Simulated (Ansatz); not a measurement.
# HfB: response to strain

Aim: deform HfB (equal xy, yz and zx engineering shear strains of -1 %) and compute stress, forces and field gradients with LAPW, PAW and all-electron datasets made for the crystal.

Method: DFT LDA, scalar-relativistic, in Ansatz 0.2.0.

## (1) The system as given

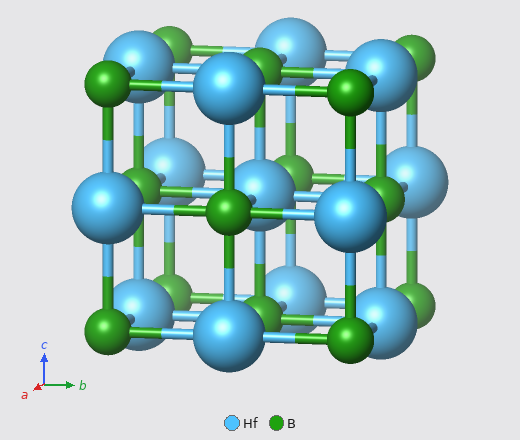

The starting structure, seen slightly off an axis (hafnium blue, boron green). Atoms on the faces are drawn again on the opposite ones. The cell drawn here is the conventional one.

As a file:

```
Hf B
1.0
     0.00000    2.31000    2.31000
     2.31000    0.00000    2.31000
     2.31000    2.31000    0.00000
Hf B
1 1
Cartesian
  2.3100 2.3100 2.3100
  0.0000 0.0000 0.0000
```

Atoms are numbered in the order of the input: Hf1, B2.

## (2) After the deformation

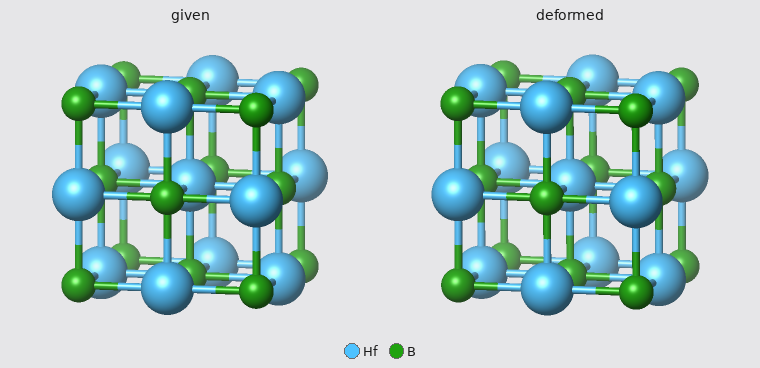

Given and deformed, at one scale.

Space group Fm-3m before, R-3m after.

## (3) Full-potential LAPW

input.yaml

```yaml
crystal:
  lattice:
    - [-0.0231, 2.29845, 2.29845]
    - [2.29845, -0.0231, 2.29845]
    - [2.29845, 2.29845, -0.0231]
  atoms:
    - { symbol: Hf, position: [0.5, 0.5, 0.5] }
    - { symbol: B, position: [0.0, 0.0, 0.0] }
kpoints:
  mp_grid: { grid: [15, 15, 15] }
  band_path:
    path:
      - [0.0, 0.0, 0.0]
      - [0.5, 0.5, 0.5]
      - [0.2525443832, 0.5, 0.7474556168]
      - [-0.2525443832, 0.2525443832, 0.5]
      - [0.0, 0.0, 0.5]
      - [0.0, 0.0, 0.0]
      - [-0.3762721916, 0.0, 0.3762721916]
      - [0.0, 0.3762721916, 0.6237278084]
      - [0.0, 0.5, 0.5]
    npoints: 5
scf:
  occupations: { method: fermi_dirac, width: 0.05 }
hamiltonian:
  xc: lda
  pseudopotentials: { kind: all_electron, lapw: { basis_error: 0.00025 } }
output:
  forces: true
  stress: true
  eigenvalues: true
```

The run is started by

```sh
ansatz run input.yaml --threads 1 --pin off --max-ram 3072MiB --backend cpu --events-out ev --progress --plain --runs-dir out
```

Log (excerpt; [...] marks lines left out):

```text
LAPW: plane waves up to 9.367 Å⁻¹, error target 2.5e-4 eV per atom; small_component_spin mean_spin; B in spheres of 0.917 Å, 5 of its electrons in bands, Dirac shells []; Hf in spheres of 1.393 Å, 42 of its electrons in bands, Dirac shells []
[...]
Pseudopotentials: kind: all_electron
Pseudopotential: Hf, LAPW, valence charge 42, Koelling and Harmon's equation, gaussian nucleus
Pseudopotential: B, LAPW, valence charge 5, Koelling and Harmon's equation, gaussian nucleus
Functional definition: SPW92
[...]
Crystal: 2 atoms, lattice volume = 24.651 Å³
Basis set: ecut = 334.31237376194326 eV, 331 PW (Γ), exchange–correlation at level 2
Bands: 29, of which v1, the nominal top of the filled ones, is band 24 counted from 1 (23 counted from 0)
Symmetry: 12 space group operations
Space group: R-3m (ITA 166), of the structure as read, at distance tolerance 2.9e-5 Å
k-points: 344 of 3375
[...]
SCF iter   1: F=—  HF=-410677.706492 eV  |F-HF|=—  |Δ(HF+E_count)|=         —  Δρ=8.03e-2  dr2=2.22e0  ethr=4.73e-3  ⟨swp⟩=2.0  Hψ=60589  notcnv=0
[...]
the basis was enlarged: its passes take 771.6 KiB over the memory plan, 1 of 1 planned eigensolver slots
[...]
SCF iter   9: F=-410676.740913 eV  HF=-410676.740913 eV  |F-HF|=6.29e-9  |Δ(HF+E_count)|=   7.63e-8  Δρ=7.28e-6  dr2=9.21e-9  ethr=8.11e-10  ⟨swp⟩=3.0  Hψ=29485  notcnv=0
[...]
NSCF: frozen V_eff on 41 k-points
SCF converged after 9 iterations
Free energy (F): -410676.740913 eV
[...]
E sigma→0 (E₀):  -410676.736876 eV
Entropy (-TS):   -0.008074 eV (-4.037 meV/atom)
Fermi energy:    19.752271 eV
[...]
--- Forces (eV/Å), atoms counted from 1 ---
  atom   1  Hf    -0.00000000     0.00000000    -0.00000000
  atom   2  B      0.00000000     0.00000000     0.00000000
[...]
--- Stress (GPa, compression-positive) ---
       18.273818       0.650873       0.650873
        0.650873      18.273818       0.650873
        0.650873       0.650873      18.273818
  P = ⅓ Tr σ = 18.2738 GPa (182.738 kbar)
--- Band table (eV; the first three rows and the last of 344) ---
[...]
```

Run time: 92 s. Hardware: 1 thread of Arm Neoverse V1, shared host; peak memory 1.2 GiB.

Result: pressure 18.27 GPa; no gap.

## (4) Frozen-core PAW

input.yaml

```yaml
crystal:
  lattice:
    - [-0.0231, 2.29845, 2.29845]
    - [2.29845, -0.0231, 2.29845]
    - [2.29845, 2.29845, -0.0231]
  atoms:
    - { symbol: Hf, position: [0.5, 0.5, 0.5] }
    - { symbol: B, position: [0.0, 0.0, 0.0] }
kpoints:
  mp_grid: { grid: [15, 15, 15] }
scf:
  occupations: { method: fermi_dirac, width: 0.05 }
hamiltonian:
  xc: lda
  pseudopotentials: { kind: paw }
output:
  forces: true
  stress: true
  eigenvalues: true
  efg: { contact_densities: true }
```

The run is started by

```sh
ansatz run input.yaml --threads 1 --pin off --max-ram 3072MiB --backend cpu --events-out ev --progress --plain --runs-dir out
```

Log (excerpt; [...] marks lines left out):

```text
Hf: output.efg is read without spin–orbit coupling, which moves field gradients at and beside such atoms by some per cent and up to a factor of two; PAW files take it under magnetization.noncollinear and magnetization.spin_orbit
[...]
Pseudopotentials: kind: paw
Pseudopotential: Hf, paw, valence charge 26, recommended cutoff 420 eV (normal)
Pseudopotential: B, paw, valence charge 3, recommended cutoff 420 eV (normal)
[... 1 set-up line as earlier in the session ...]
[...]
Crystal: 2 atoms, lattice volume = 24.651 Å³
Basis set: ecut = 420 eV, 513 PW (Γ)
Bands: 19, of which v1, the nominal top of the filled ones, is band 15 counted from 1 (14 counted from 0)
[... 2 set-up lines as earlier in the session ...]
k-points: 344 of 3375
[...]
  atom   1  Hf    -0.00000000     0.00000000     0.00000000
  atom   2  B     -0.00000000    -0.00000000     0.00000000
[...]
--- Stress (GPa, compression-positive) ---
       18.228297       0.649462       0.649462
        0.649462      18.228297       0.649462
        0.649462       0.649462      18.228297
  P = ⅓ Tr σ = 18.2283 GPa (182.283 kbar)
--- PAW observables at the nuclei: V_zz in 10²¹ V/m², potentials from the cell's mean, atoms counted from 1 ---
  atom   1  Hf V_zz =    -0.779267   η = 0.0000   by run symmetry: allowed
            electrostatic potential = -14185.607495 V   contact ρ = 7500209.485673 e/Å³
  atom   2  B  V_zz =    +0.070925   η = 0.0000   by run symmetry: allowed
            electrostatic potential = -338.042820 V   contact ρ = 478.111844 e/Å³
--- Band table (eV; the first three rows and the last of 344) ---
  k-point 0: bands = ["-40.5460", "-9.0563", "-9.0563", "-9.0330", "9.4157", "9.4172", "9.4172", "9.4197", "9.5064", "9.5090", "9.5090", "9.8841", "21.3538", "21.3538", "21.5843", "23.3478", "23.3478", "23.4658", "23.4658"]
[...]
```

It took 10 s on 1 thread of Arm Neoverse V1, shared host; peak memory 0.47 GiB.

In short: pressure 18.23 GPa; no gap; Vzz Hf1 -0.78 (η = 0.00), B2 0.07 (η = 0.00) (10²¹ V/m²).

## (5) Datasets made for this crystal

input.yaml, as its differences from that of step 4:

```diff
@@ -14,3 +14,3 @@
   xc: lda
-  pseudopotentials: { kind: paw }
+  pseudopotentials: { kind: all_electron, datasets: crystal }
 output:
```

The run is started by

```sh
ansatz run input.yaml --threads 1 --pin off --max-ram 3072MiB --backend cpu --events-out ev --progress --plain --runs-dir out
```

Log (excerpt; [...] marks lines left out):

```text
[...]
Hf: output.efg is read without spin–orbit coupling, which moves field gradients at and beside such atoms by some per cent and up to a factor of two; PAW files take it under magnetization.noncollinear and magnetization.spin_orbit
[...]
[... 1 set-up line as earlier in the session ...]
Pseudopotential: Hf, paw, valence charge 26, recommended cutoff 400 eV (normal), Koelling and Harmon's equation, gaussian nucleus
Pseudopotential: B, paw, valence charge 3, recommended cutoff 400 eV (normal), Koelling and Harmon's equation, gaussian nucleus
[... 1 set-up line as earlier in the session ...]
[...]
Crystal: 2 atoms, lattice volume = 24.651 Å³
Basis set: ecut = 400 eV, 447 PW (Γ)
Bands: 19, of which v1, the nominal top of the filled ones, is band 15 counted from 1 (14 counted from 0)
[... 2 set-up lines as earlier in the session ...]
[...]
  atom   1  Hf     0.00000000     0.00000000     0.00000000
  atom   2  B      0.00000000     0.00000000     0.00000000
[...]
--- Stress (GPa, compression-positive) ---
       18.274252       0.650873       0.650873
        0.650873      18.274252       0.650873
        0.650873       0.650873      18.274252
  P = ⅓ Tr σ = 18.2743 GPa (182.743 kbar)
--- PAW observables at the nuclei: V_zz in 10²¹ V/m², potentials from the cell's mean, atoms counted from 1 ---
  atom   1  Hf V_zz =    -0.804759   η = 0.0000   by run symmetry: allowed
            electrostatic potential = -14179.739808 V   contact ρ = 7496557.427601 e/Å³
  atom   2  B  V_zz =    +0.071100   η = 0.0000   by run symmetry: allowed
            electrostatic potential = -335.995587 V   contact ρ = 478.144309 e/Å³
--- Band table (eV; the first three rows and the last of 344) ---
  k-point 0: bands = ["-40.1529", "-8.6648", "-8.6648", "-8.6415", "9.8195", "9.8201", "9.8201", "9.8226", "9.9099", "9.9125", "9.9125", "10.2728", "21.7406", "21.7406", "21.9710", "23.7395", "23.7395"]
[...]
```

Wall time 40 s (1 thread of Arm Neoverse V1, shared host); peak memory 0.88 GiB.

Result: pressure 18.27 GPa; no gap; Vzz Hf1 -0.80 (η = 0.00), B2 0.07 (η = 0.00) (10²¹ V/m²).

## (6) Stress and forces compared

Stress (GPa, compression positive):

```csv
method,xx,yy,zz,yz,xz,xy
LAPW,18.27,18.27,18.27,0.65,0.65,0.65
PAW,18.23,18.23,18.23,0.65,0.65,0.65
crystal datasets,18.27,18.27,18.27,0.65,0.65,0.65
```

| method | pressure (GPa) | Vzz Hf1 (10²¹ V/m²) | Vzz B2 (10²¹ V/m²) | SCF cycles, all passes |
| --- | --- | --- | --- | --- |
| LAPW | 18.27 | – | – | 9 |
| PAW | 18.23 | -0.78 | 0.07 | 6 |
| crystal datasets | 18.27 | -0.80 | 0.07 | 9 |

## (7) Outcome

| quantity | value |
| --- | --- |
| pressure | LAPW 18.27, PAW 18.23, crystal datasets 18.27 GPa |
| largest shear or deviatoric stress (LAPW) | 0.65 GPa |

**Reading.** The largest part of the stress beyond the pressure is 0.65 GPa in size; the atoms are carried along and not relaxed. No run of the undeformed cell stands beside it, so the pressure holds what the given cell had before the change. PAW: stress within 0.05 GPa of LAPW. Crystal datasets: stress within 0.01 GPa of LAPW. Spin-orbit coupling is left out, though the cell holds Hf; in elements this heavy it can shift bands and gaps by tenths of an eV.
